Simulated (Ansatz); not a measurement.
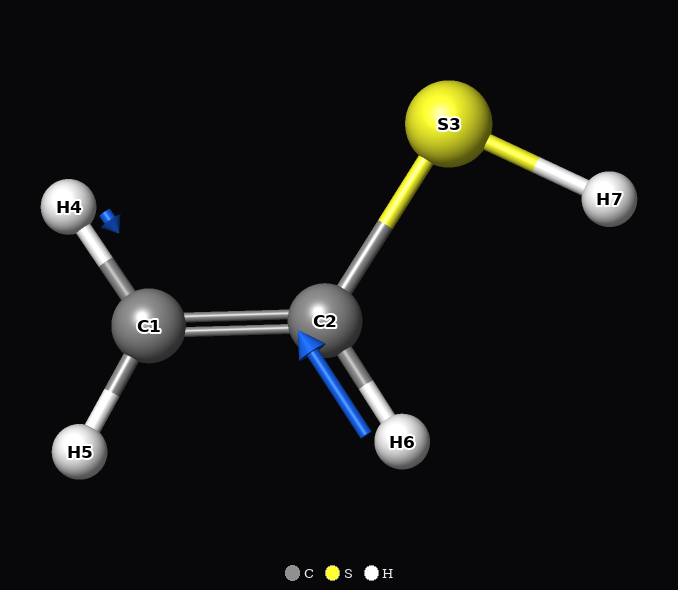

The arrows show one normal mode. Harmonic vibrations computed with RKS PBE0-D4/def2-TZVP (Ansatz 0.2.0) at a stationary point of the same level. It is a saddle point of order 1.

Describe the motion.

Answer. Mostly C–H stretching.

At what wavenumber does it lie?

Answer. 3199 cm⁻¹; it is mode 14 of 15 counted from the lowest.
